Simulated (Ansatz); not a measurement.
**H₃NSi₂: density, localisation and related maps**

| atom | x (Å) | y (Å) | z (Å) |
| --- | --- | --- | --- |
| N | -1.0001 | 0.4104 | -0.2928 |
| Si | 0.1884 | 0.1768 | 0.6459 |
| Si | 1.8119 | -0.1666 | 2.2153 |
| H | -1.6840 | 0.5594 | -1.0027 |
| H | 2.4203 | 0.9390 | 1.3391 |
| H | 2.1489 | -1.2223 | 1.1518 |

Geometry: PBE0-D4/def2-TZVP.

Computed with RKS PBE0-D4/def2-TZVPP in Ansatz.

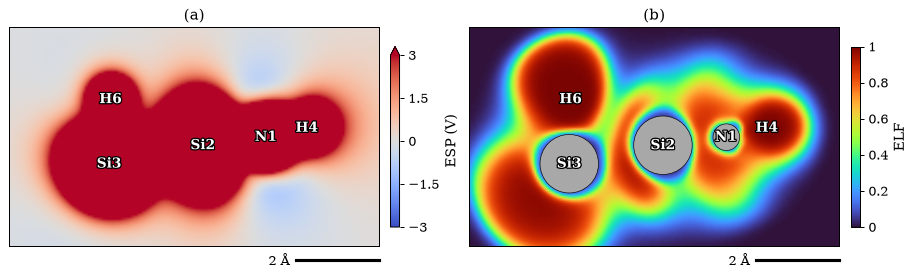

Figure 1. (a) electrostatic potential; (b) electron localisation function on the plane of atoms Si2, Si3 and H6. Grey discs cover the atomic cores in the ELF map.

**Read the bonding off the picture.**

The section cuts through N, Si and H sites.
Si–N (1.53 Å): the ELF peaks at about 0.80 between the atoms (a polar covalent bond).
Si–Si (2.28 Å): the ELF peaks at about 0.85 between the atoms: a covalent bond.
N–H (1.00 Å): the ELF climbs to about 1 towards the hydrogen, as it does in any bond to H; an ordinary covalent bond to hydrogen.
Si–H (1.54 Å): the ELF climbs to about 1 towards the hydrogen.
The ELF also peaks beside Si3, away from the bonds: lone-pair regions.
Outside the dense part of the molecule the potential is most negative (−0.8 V) near N1.

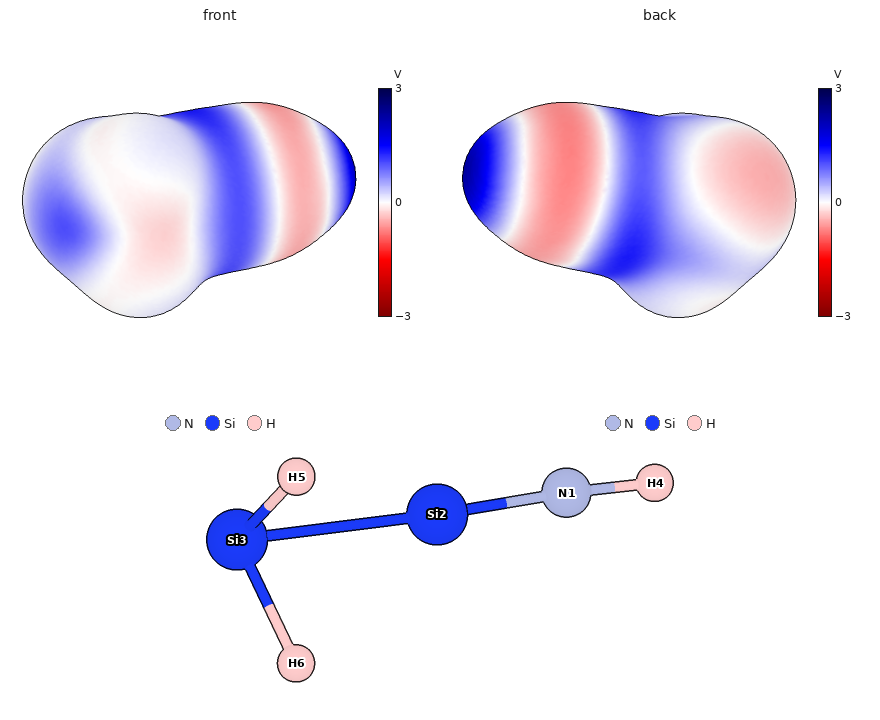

Figure 2. The molecular electrostatic potential painted on the density surface at 0.002 e/bohr³, seen from the front and from behind; red is negative and blue positive. The bare structure is drawn below in the same view.

**Which sites attract a positive test charge, and which a negative one?**

A positive charge is drawn to the negative regions and a negative charge to the positive ones. The most negative region (about −0.7 V, or −16 kcal/mol for a unit charge) lies over N1, the most positive (about +2.2 V, or +51 kcal/mol for a unit charge) over H4.

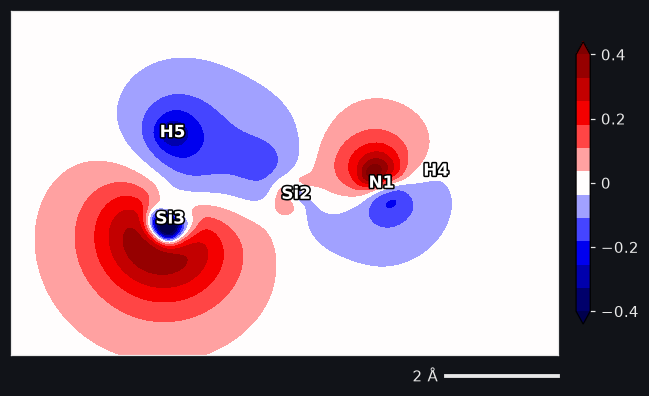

Figure 3. One frontier orbital on the plane of atoms Si2, Si3 and H5 (values in Å⁻³ᐟ²; the overall sign is arbitrary).

**Which orbital is it: HOMO or LUMO?**

The HOMO, at −7.06 eV. By Hirshfeld shares it lies mainly on Si3 (about 65 %), Si2 (about 10 %), N1 (about 10 %), H5 (about 5 %) and H6 (about 5 %).

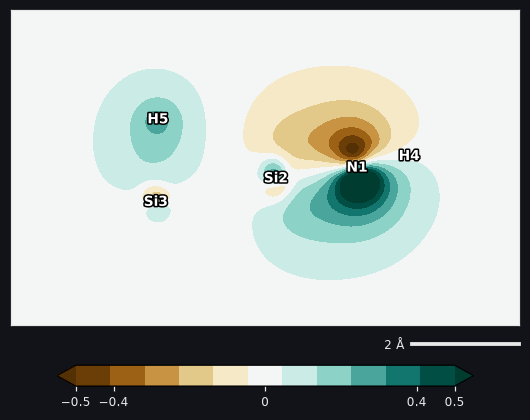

Figure 4. The HOMO−1 on the plane of atoms Si2, Si3 and H5 (values in Å⁻³ᐟ²; the overall sign is arbitrary).

**What is the character of this orbital?**

Its weight (Hirshfeld) is mainly on N1 (about 60 %) and Si2 (about 25 %). Its energy is −8.40 eV.
